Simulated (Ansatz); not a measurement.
# Screening in TiO2 (I4/m)

Wanted: ε∞ of TiO2 (I4/m) from perturbation theory, a sum over states and the RPA step of G0W0, with cost.

Method: linear response on LDA, plane waves, PAW, in Ansatz 0.2.0.

### Step 1. The structure

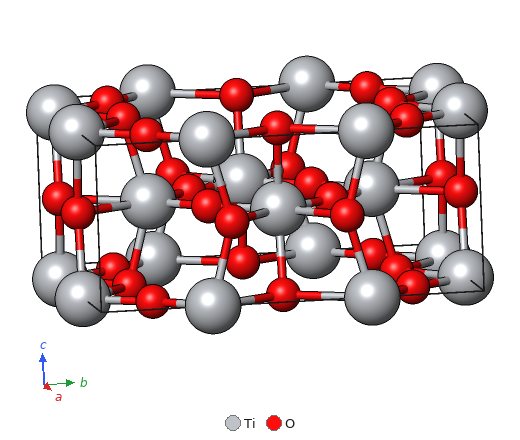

The cell as given, slightly off an axis (titanium light grey, oxygen red). This picture shows the conventional cell, with its axes. Some periodic images of atoms are drawn too.

The cell and positions are those that the Materials Project relaxed with its own functionals (PBE, PBE+U or r2SCAN), kept fixed. This is not the form that TiO2 usually takes at ambient conditions.

### Step 2. Response to a homogeneous field

The response to a uniform field gives ε∞, a yardstick for the screening that GW builds on its mesh.

This step: dielectric response by perturbation theory, LDA, plane waves, PAW; PAW set soft_1.

Contents of input.yaml:

```yaml
crystal:
  lattice:
    - [-4.3507577183, 4.3507577183, 1.8875555959]
    - [4.3507577183, -4.3507577183, 1.8875555959]
    - [4.3507577183, 4.3507577183, -1.8875555959]
  atoms:
    - { symbol: Ti, position: [0.2922817, 0.00285525, 0.29513695] }
    - { symbol: Ti, position: [0.00285525, 0.7077183, 0.71057354] }
    - { symbol: Ti, position: [0.99714475, 0.2922817, 0.28942646] }
    - { symbol: Ti, position: [0.7077183, 0.99714475, 0.70486305] }
    - { symbol: O, position: [0.49886382, 0.15078472, 0.64964854] }
    - { symbol: O, position: [0.16166201, 0.8403974, 0.00205942] }
    - { symbol: O, position: [0.15078471, 0.50113618, 0.65192089] }
    - { symbol: O, position: [0.15960259, 0.16166201, 0.32126461] }
    - { symbol: O, position: [0.8403974, 0.83833799, 0.67873539] }
    - { symbol: O, position: [0.84921528, 0.49886382, 0.34807911] }
    - { symbol: O, position: [0.83833799, 0.15960259, 0.99794058] }
    - { symbol: O, position: [0.50113618, 0.84921529, 0.35035146] }
kpoints:
  mp_grid: { grid: [6, 6, 6] }
hamiltonian:
  xc: lda
  pseudopotentials: { kind: paw, azcp: { folder: soft_1 }, xc_functional: pbe }
scf:
  occupations: { method: fixed }
dielectric: {}
```

Command:

```
ansatz run input.yaml --threads 3 --pin off --max-ram 92160MiB --backend cuda --events-out ev --progress --plain --runs-dir out --devices 1 --max-vram 13GiB
```

Numbers of over 12 decimals in the logs are rounded to 6 here.

What it wrote:

```text
GPUs: using 1 of 1 available (devices: 1).
Engine: ansatz 0.2.0, x86_64-unknown-linux-gnu
Pseudopotentials: kind: paw
Pseudopotential: Ti, paw, valence charge 12, recommended cutoff 420 eV (normal), soft_1/Ti.paw.azcp
Pseudopotential: O, paw, valence charge 6, recommended cutoff 420 eV (normal), soft_1/O.paw.azcp
Functional definition: SPW92
  exchange = slater_x
  correlation = pw_c
device memory: the entry about to start is reckoned to put 4.7 GiB on a device that reports 51.5 GiB free (of which the cap on the GPU budget leaves the run 13.0 GiB)
GPU FFT provider: cuFFT
GPU libraries: cuBLAS 13.8.2, cuFFT 12.4.0, cuSOLVER 12.3.4
Crystal: 12 atoms, lattice volume = 142.919 Å³
Basis set: ecut = 420 eV, 2795 PW (Γ), exchange–correlation on 90×90×90 points (8 copies of the dense FFT grid, shifted against one another)
Bands: 60, of which v1, the nominal top of the filled ones, is band 48 counted from 1 (47 counted from 0)
Symmetry: 8 space group operations
k-points: 112 of 216 (irreducible under 1 space group operation, time reversal used)
Non-local potential: Ti, projectors of the file, l = 0: 3, l = 1: 2, l = 2: 3, l = 3: 1
Non-local potential: O, projectors of the file, l = 0: 2, l = 1: 2, l = 2: 1
PAW form: soft (Blöchl's): semilocal exchange-correlation on the pseudo side does not see the compensation charge
PAW frozen core: Ti, regenerated for the run's functional, and the local potential with it (the file was generated under x = pbe(κ = 0.804, μ = 0.219515), c = pbe(β = 0.066725))
PAW frozen core: O, regenerated for the run's functional, and the local potential with it (the file was generated under x = pbe(κ = 0.804, μ = 0.219515), c = pbe(β = 0.066725))
PAW one-centre angular grid: Ti, 590 points (default); XC on 64 Gauss nodes
PAW one-centre angular grid: O, 110 points (default); XC on 64 Gauss nodes
Initial density: superposition of atomic densities (chi_scale 0.1, normalization cell, long waves kept (reshape's long-wave potential 0.09 eV rms))
Initial wavefunctions: pseudopotential atomic-orbital guess
GPU buffer pool allocated for 91125 grid points (all kernels)
GPU transforms: local potential and band sums: pruned to the plane-wave sphere, on 45×45×45
Functional: x = slater, c = lda
SCF iter   1: F=—  HF=-14261.277497 eV  |F-HF|=—  |Δ(HF+E_count)|=         —  Δρ=5.02e-2  dr2=4.38e0  ethr=3.10e-3  ⟨swp⟩=3.2  Hψ=20151  notcnv=0  defer=913
preconditioner: auto → Resta (q_TF=auto, 2.553 Å⁻¹)  ε∞=7.6  [insulator: Δε(μ)=1.144 eV  Ē_g=9.640 eV  n_scr=44 (ndim 8)  ℏωp=24.8 eV  f_vac=0.049  ε∞_Penn≈7.6]
SCF iter   2: F=—  HF=-14260.666903 eV  |F-HF|=—  |Δ(HF+E_count)|=   6.11e-1  Δρ=2.97e-2  dr2=1.47e0  ethr=3.10e-3  ⟨swp⟩=3.0  Hψ=11654  notcnv=0  defer=918
SCF iter   3: F=—  HF=-14260.418902 eV  |F-HF|=—  |Δ(HF+E_count)|=   2.48e-1  Δρ=2.34e-2  dr2=9.73e-1  ethr=1.53e-3  ⟨swp⟩=2.0  Hψ=9749  notcnv=0  defer=808
SCF iter   4: F=—  HF=-14260.260291 eV  |F-HF|=—  |Δ(HF+E_count)|=   1.59e-1  Δρ=6.02e-3  dr2=8.13e-2  ethr=1.01e-3  ⟨swp⟩=2.6  Hψ=10224  notcnv=0  defer=1065
SCF iter   5: F=—  HF=-14260.256258 eV  |F-HF|=—  |Δ(HF+E_count)|=   4.03e-3  Δρ=5.90e-3  dr2=5.94e-2  ethr=8.47e-5  ⟨swp⟩=2.0  Hψ=9710  notcnv=0  defer=1000
SCF iter   6: F=—  HF=-14260.250961 eV  |F-HF|=—  |Δ(HF+E_count)|=   5.30e-3  Δρ=1.58e-3  dr2=5.98e-3  ethr=6.19e-5  ⟨swp⟩=2.0  Hψ=9101  notcnv=0  defer=1080
SCF iter   7: F=—  HF=-14260.253080 eV  |F-HF|=—  |Δ(HF+E_count)|=   2.12e-3  Δρ=4.48e-4  dr2=4.28e-4  ethr=6.23e-6  ⟨swp⟩=2.0  Hψ=8433  notcnv=0  defer=1116
SCF iter   8: F=—  HF=-14260.252829 eV  |F-HF|=—  |Δ(HF+E_count)|=   2.51e-4  Δρ=1.79e-4  dr2=6.14e-5  ethr=4.46e-7  ⟨swp⟩=2.0  Hψ=8807  notcnv=0  defer=637
SCF iter   9: F=—  HF=-14260.252840 eV  |F-HF|=—  |Δ(HF+E_count)|=   1.12e-5  Δρ=3.97e-5  dr2=2.14e-6  ethr=6.39e-8  ⟨swp⟩=2.0  Hψ=9053  notcnv=0  defer=635
SCF iter  10: F=—  HF=-14260.253393 eV  |F-HF|=—  |Δ(HF+E_count)|=   5.53e-4  Δρ=1.16e-5  dr2=1.84e-7  ethr=2.23e-9  ⟨swp⟩=2.0  Hψ=11527  notcnv=0  defer=635
[...]
SCF iter  12: F=—  HF=-14260.253393 eV  |F-HF|=—  |Δ(HF+E_count)|=   4.97e-9  Δρ=1.29e-6  dr2=2.76e-9  ethr=9.78e-12  ⟨swp⟩=2.0  Hψ=11013  notcnv=0  defer=635
SCF iter  13: F=—  HF=-14260.253393 eV  |F-HF|=—  |Δ(HF+E_count)|=  1.64e-10  Δρ=3.79e-7  dr2=2.26e-10  ethr=2.87e-12  ⟨swp⟩=2.3  Hψ=10490  notcnv=0  defer=635
SCF iter  14: F=-14260.253393 eV  HF=-14260.253393 eV  |F-HF|=9.09e-12  |Δ(HF+E_count)|=  2.91e-11  Δρ=1.41e-7  dr2=3.22e-11  ethr=1.00e-12  ⟨swp⟩=10.8  Hψ=22117  notcnv=0
SCF 1 converged in 14 iterations: F = -14260.253393 eV  dr2 = 3.22e-11
  greatest PAW one-centre occupation: 0.998 electrons in one spin orbital (limit 2), on the Ti atom at site 3 (counted from 0), in its partial waves of l = 0
the response reads at least the filled bands of the reference SCF and the lowest empty band at each k-point, and that SCF's band table does not vouch for those bands. The notice of the band table in this run's record says why
device memory: the entry about to start is reckoned to put 1.2 GiB on a device that reports 46.4 GiB free (of which the cap on the GPU budget leaves the run 12.7 GiB)
NSCF: frozen V_eff on 1 k-points
device memory: the entry about to start is reckoned to put 1.2 GiB on a device that reports 46.4 GiB free (of which the cap on the GPU budget leaves the run 12.7 GiB)
NSCF: frozen V_eff on 1 k-points
device memory: the entry about to start is reckoned to put 0.1 GiB (of the 0.5 GiB reckoned in all, the device holds 0.4 GiB already) on a device that reports 46.3 GiB free (of which the cap on the GPU budget leaves the run 12.7 GiB)
device memory: the entry about to start is reckoned to put 4.1 GiB (of the 4.5 GiB reckoned in all, the device holds 0.4 GiB already) on a device that reports 46.4 GiB free (of which the cap on the GPU budget leaves the run 12.7 GiB)
DFPT response loops at Γ: preconditioner auto → Resta (q_TF=auto, 2.553 Å⁻¹)  ε∞=6.3 (no band partly filled); β = 1.00, the filter's whole step (`scf.mixing.beta` (0.50) is not read by the response loops at its default; to damp them type it under 1.00, their step now; it binds the ground state too); Broyden in place of MSR1
── the response to a field inside a basis, on 6×6×6 k-points: an SCF that follows is theirs, and a resumed run solves both again ──
device memory: the entry about to start is reckoned to put 0.6 GiB on a device that reports 53.3 GiB free (of which the cap on the GPU budget leaves the run 12.7 GiB)
GPU FFT provider: cuFFT
GPU libraries: cuBLAS 13.8.2, cuFFT 12.4.0, cuSOLVER 12.3.4
Bands: 49, of which v1, the nominal top of the filled ones, is band 48 counted from 1 (47 counted from 0)
k-points: 35 of 216
Initial density: handed on by an earlier stage of this run
Initial wavefunctions: pseudopotential atomic-orbital guess (no wavefunctions were taken with the density)
GPU buffer pool allocated for 91125 grid points (all kernels)
GPU transforms: band sums: pruned to the plane-wave sphere, on 45×45×45
Eigensolver: Dense (35 Hₖ)
SCF iter   1: F=—  HF=-14259.963218 eV  |F-HF|=—  |Δ(HF+E_count)|=         —  Δρ=6.18e-4  dr2=1.50e-4  ethr=1.00e-1
preconditioner: auto → Resta (q_TF=auto, 2.553 Å⁻¹)  ε∞=9.5  [insulator: Δε(μ)=1.637 eV  Ē_g=8.503 eV  n_scr=44 (ndim 8)  ℏωp=24.8 eV  f_vac=0.117  ε∞_Penn≈9.5]
SCF iter   2: F=—  HF=-14259.963240 eV  |F-HF|=—  |Δ(HF+E_count)|=   2.12e-5  Δρ=3.26e-4  dr2=6.13e-5  ethr=1.56e-7
SCF iter   3: F=—  HF=-14259.963256 eV  |F-HF|=—  |Δ(HF+E_count)|=   1.61e-5  Δρ=2.14e-4  dr2=5.01e-5  ethr=6.38e-8
SCF iter   4: F=—  HF=-14259.963248 eV  |F-HF|=—  |Δ(HF+E_count)|=   7.46e-6  Δρ=2.71e-5  dr2=1.38e-6  ethr=5.22e-8
SCF iter   5: F=—  HF=-14259.963248 eV  |F-HF|=—  |Δ(HF+E_count)|=   6.21e-8  Δρ=2.18e-5  dr2=9.85e-7  ethr=1.44e-9
SCF iter   6: F=—  HF=-14259.963248 eV  |F-HF|=—  |Δ(HF+E_count)|=   6.54e-8  Δρ=5.04e-6  dr2=1.05e-7  ethr=1.03e-9
SCF iter   7: F=-14259.963248 eV  HF=-14259.963248 eV  |F-HF|=5.82e-9  |Δ(HF+E_count)|=   4.42e-8  Δρ=2.14e-6  dr2=1.46e-8  ethr=1.10e-10
SCF 1 converged in 7 iterations: F = -14259.963248 eV  dr2 = 1.46e-8
device memory: the entry about to start is reckoned to put 0.1 GiB (of the 0.2 GiB reckoned in all, the device holds 0.1 GiB already) on a device that reports 54.1 GiB free (of which the cap on the GPU budget leaves the run 12.6 GiB)
device memory: the entry about to start is reckoned to put 3.2 GiB on a device that reports 53.9 GiB free (of which the cap on the GPU budget leaves the run 12.5 GiB)
DFPT response loops at Γ: preconditioner auto → Resta (q_TF=auto, 2.553 Å⁻¹)  ε∞=6.1 (no band partly filled); β = 1.00, the filter's whole step (`scf.mixing.beta` (0.50) is not read by the response loops at its default; to damp them type it under 1.00, their step now; it binds the ground state too); Broyden in place of MSR1
SCF converged after 14 iterations
Free energy (F): -14260.253393 eV
Harris-Foulkes:  -14260.253393 eV  (|F-HF|=9.09e-12)
Internal energy: -14260.253393 eV  (E = F + TS)
E sigma→0 (E₀):  -14260.253393 eV
Fermi energy:    6.373398 eV
--- Per-component energies (eV) ---
  E_band       = -994.290449
  E_kinetic    = 2450.257242
  E_local      = -8204.985406  (includes V_loc(G=0)·N_el)
  E_nonlocal   = 681.172217
  E_hartree    = 3211.120576
  E_xc         = -1022.882952
  E_vxc        = -1303.199161  (∫ρ·V_xc dr)
  E_paw        = -5179.717844  (= ΣΔE_a)
  E_vpaw       = -1039.782381  (= ΣTr[D̂ρ^β])
  E_aug_tail   = 0.006016  (compensation charges beyond the density's cutoff)
  E_ewald      = -6197.302418
  E_core_change = 2.079174  (= ΣΔE_core)
  E_smearing   = -0.000000  (= −TS)
  E_closure    = -0.000000  (closes the sum)
  Σ components = -14260.253393   (vs F -14260.253393, Δ=0.00e0)
--- Band table (eV; the first three rows and the last of 112) ---
  k-point 0: bands = [... 44 lower, 5.4317, 5.4317, 5.4364, 5.6664, 7.9001, 9.3442, 9.3442, 9.4082, ... 8 higher]
  k-point 1: bands = [... 44 lower, 5.2982, 5.4002, 5.4548, 5.7261, 8.0119, 9.2654, 9.2817, 9.3964, ... 8 higher]
  k-point 2: bands = [... 44 lower, 5.2000, 5.3886, 5.4564, 5.7246, 8.3027, 9.0792, 9.1076, 9.5238, ... 8 higher]
  k-point 111: bands = [... 44 lower, 5.1344, 5.2095, 5.2095, 6.3734, 9.1711, 9.1711, 9.2219, 9.4182, ... 8 higher]
--- Dielectric response (ions clamped): 3 representative field directions + reference, inside a basis on a mesh of 216 k-points (Σ response iterations 21) ---
  ε∞ (high-frequency dielectric tensor):
        6.306829    -0.000000     0.000000
       -0.000000     6.306829     0.000000
        0.000000     0.000000     6.054585
  Born effective charges Z* (e; rows j = field, columns β = displacement):
    site 0:
         6.15394    0.02395    0.00000
         0.04665    5.98382   -0.00000
         0.00000   -0.00000    5.80916
    site 1:
         5.98382   -0.04665    0.00000
        -0.02395    6.15394    0.00000
         0.00000   -0.00000    5.80916
    site 2:
         5.98382   -0.04665    0.00000
        -0.02395    6.15394   -0.00000
         0.00000   -0.00000    5.80916
    site 3:
         6.15394    0.02395    0.00000
         0.04665    5.98382   -0.00000
         0.00000   -0.00000    5.80916
    site 4:
        -2.24478   -0.05017    0.00000
        -0.04704   -2.46482   -0.00000
         0.00000   -0.00000   -4.88775
    site 5:
        -3.75180   -2.71771    0.00000
        -2.74354   -3.67637   -0.00000
         0.00000   -0.00000   -0.92141
    site 6:
        -2.46482    0.04704    0.00000
         0.05017   -2.24478   -0.00000
        -0.00000   -0.00000   -4.88775
    site 7:
        -3.67637    2.74354   -0.00000
         2.71771   -3.75180    0.00000
         0.00000   -0.00000   -0.92141
    site 8:
        -3.67637    2.74354    0.00000
         2.71771   -3.75180    0.00000
        -0.00000    0.00000   -0.92141
    site 9:
        -2.46482    0.04704    0.00000
         0.05017   -2.24478   -0.00000
        -0.00000    0.00000   -4.88775
    site 10:
        -3.75180   -2.71771    0.00000
        -2.74354   -3.67637    0.00000
         0.00000   -0.00000   -0.92141
    site 11:
        -2.24478   -0.05017    0.00000
        -0.04704   -2.46482    0.00000
         0.00000   -0.00000   -4.88775
  Z* charge neutrality: 1.568e-2 e pre-enforcement
  solved inside a basis spanned on kpoints, on 6×6×6 k-points, its susceptibility summed on 12×12×6: ε∞ is read to err by 3.2e-2, Z* by 2.7e-2 e (field_mesh: kpoints solves on kpoints); Z* is corrected for what the basis lacks
```

The job ended after 1.9 min (1 × NVIDIA H100 80GB HBM3 (shared by 6 runs) with 3 threads of AMD EPYC 7R13 (Zen 3), shared host; peak memory 4.2 GiB; 4.6 min of CPU time).

Numbers from this step:

* stated error of ε∞: 0.032

One over ε∞ averages 0.16, under the quarter of exact exchange in PBE0, which by this rule of thumb may open the gap too far.

High-frequency dielectric tensor:

```
6.31 0.00 0.00
0.00 6.31 0.00
0.00 0.00 6.05
```

Born effective charge (e), principal values of the symmetric part by kind of site:

```csv
atom,atoms with these values,low,middle,high,mean
Ti1,4,5.81,5.98,6.16,5.98
O5,4,-4.89,-2.48,-2.23,-3.20
O6,4,-6.44,-0.98,-0.92,-2.78
```

In full for O6:

```
-3.75 -2.72  0.00
-2.74 -3.68  0.00
 0.00  0.00 -0.92
```

### Step 3. Independent-particle spectrum

The independent-particle spectrum shows where the oscillator strength lies, before excitons and local fields.

This step: independent-particle optics on LDA, plane waves, PAW; PAW set soft_1.

Changes to input.yaml since step 2:

```diff
@@ -25,2 +25,4 @@
   occupations: { method: fixed }
-dielectric: {}
+  n_extra_bands: 97
+output:
+  optics: { e_range: [0, 25], de: 0.1, sigma: 0.2 }
```

What it wrote:

```text
[...]
GPUs: using 1 of 1 available (devices: 1).
[...]
GPU FFT provider: cuFFT
GPU libraries: cuBLAS 13.8.2, cuFFT 12.4.0, cuSOLVER 12.3.4
Crystal: 12 atoms, lattice volume = 142.919 Å³
Basis set: ecut = 420 eV, 2795 PW (Γ)
Bands: 145, of which v1, the nominal top of the filled ones, is band 48 counted from 1 (47 counted from 0)
Symmetry: 8 space group operations
[...]
k-points: 36 of 216
[...]
GPU buffer pool allocated for 91125 grid points (all kernels)
[...]
SCF iter   1: F=—  HF=-14261.280907 eV  |F-HF|=—  |Δ(HF+E_count)|=         —  Δρ=5.03e-2  dr2=4.38e0  ethr=3.10e-3  ⟨swp⟩=4.0  Hψ=17609  notcnv=0  defer=3316
[...]
SCF iter  14: F=-14260.253392 eV  HF=-14260.253392 eV  |F-HF|=1.82e-12  |Δ(HF+E_count)|=  1.82e-12  Δρ=2.04e-8  dr2=4.75e-13  ethr=1.00e-12  ⟨swp⟩=12.6  Hψ=37770  notcnv=0
SCF 1 converged in 14 iterations: F = -14260.253392 eV  dr2 = 4.75e-13
[...]
Optics k sum: 0 of 36 k-points
Optics k sum: 2 of 36 k-points
[...]
Optics k sum: 36 of 36 k-points
[...]
SCF converged after 14 iterations
Free energy (F): -14260.253392 eV
[...]
Internal energy: -14260.253392 eV  (E = F + TS)
E sigma→0 (E₀):  -14260.253392 eV
Fermi energy:    6.373398 eV
[...]
--- Band table (eV; the first three rows and the last of 36) ---
  k-point 0: bands = [... 44 lower, 5.4317, 5.4317, 5.4364, 5.6664, 7.9001, 9.3442, 9.3442, 9.4082, ... 93 higher]
  k-point 1: bands = [... 44 lower, 5.2982, 5.4002, 5.4548, 5.7261, 8.0119, 9.2654, 9.2817, 9.3964, ... 93 higher]
  k-point 2: bands = [... 44 lower, 5.2000, 5.3886, 5.4564, 5.7246, 8.3027, 9.0792, 9.1076, 9.5238, ... 93 higher]
  k-point 35: bands = [... 44 lower, 5.1344, 5.2095, 5.2095, 6.3734, 9.1711, 9.1711, 9.2219, 9.4182, ... 93 higher]
```

The job ended after 74 s (1 × NVIDIA H100 80GB HBM3 (shared by 6 runs) with 3 threads; peak memory 3.2 GiB; 1.9 min of CPU time).

This step gave:

| Property | Result |
| --- | --- |
| ε∞ without local fields (xx, yy, zz) | 6.870, 6.870, 6.257 |
| electrons in the f-sum (xx, yy, zz) | 60.59, 60.59, 60.94 |
| bands in the explicit sum (the static value is completed to all bands) | 145 |

The sum gives ε∞ = 6.87 and 6.26 without local fields.

The ε₂ has structure finer than the step of the table below, so its rows give means over 1 eV, whole bins alone (the curve runs from 0 to 25 eV). Peaks (eV: height): xx=yy 4.1: 17.4, 7.4: 6.31; zz 3.7: 8.40, 5.0: 9.47, 6.5: 6.11, 7.4: 6.37, 18.9: 1.99.

Independent particles, no local fields, Gaussian width 0.2 eV. Table of ε₂ by photon energy; means over each step:

```csv
photon energy (eV),xx=yy,zz
1,0,0
2,0.00270,0.192
3,2.24,2.79
4,12.8,6.18
5,6.18,7.68
6,4.71,5.10
7,5.54,5.53
8,5.43,4.84
9,3.23,3.13
10,1.43,1.38
11,0.903,1.25
12,0.712,0.969
13,0.913,1.09
14,1.12,1.05
15,1.04,1.12
16,1.09,0.949
17,1.20,1.21
18,1.35,1.50
19,1.76,1.76
20,1.67,1.69
21,1.30,1.16
22,0.812,0.829
23,0.792,0.793
24,0.783,0.861
```

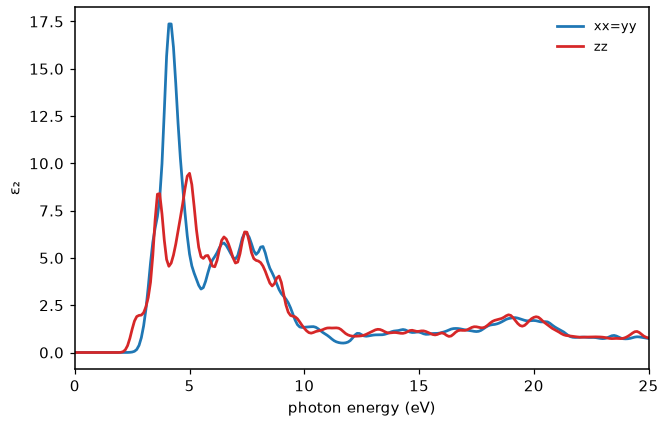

ε₂ against photon energy.

The loss function has structure finer than the step of the table below, so its rows give means over 2 eV, whole bins alone (the curve runs from 0 to 25 eV). Peaks (eV: height): xx=yy 11.5: 1.80, 21.7: 1.17; zz 10.3: 0.949, 11.9: 0.941, 19.4: 0.599, 21.4: 1.05.

Independent particles, no local fields, Gaussian width 0.2 eV. The loss function by photon energy; means over each step:

```csv
photon energy (eV),xx=yy,zz
2,8.0e-4,0.00684
4,0.0584,0.0659
6,0.186,0.159
8,0.184,0.207
10,0.506,0.600
12,0.952,0.724
14,0.520,0.532
16,0.458,0.450
18,0.410,0.381
20,0.559,0.586
22,1.02,0.962
24,0.934,0.826
```

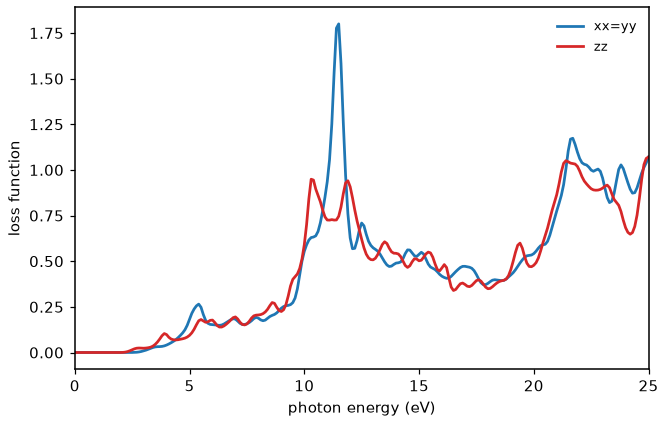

Loss function against photon energy.

(Continued in part 2 of 2.)

[Paths, hosts, dates, memory and timing lines, banners, echoed tables and standing remarks are left out of the program output.]

[Logs are printed without paths, hosts, clocks, repeated set-up lines and the standing remarks that a program may print on its own settings, such as how far it seeks lower states.]

[Runs of the session that timed out or met a known fault of the program may be left out.]

[Cells called generated may have been cut or substituted from an entry of the Crystallography Open Database or the Materials Project.]

[Hosts, paths, dates, database ids (printed as entryN), source tags and the programs' standing remarks are cut or masked in the printed files.]
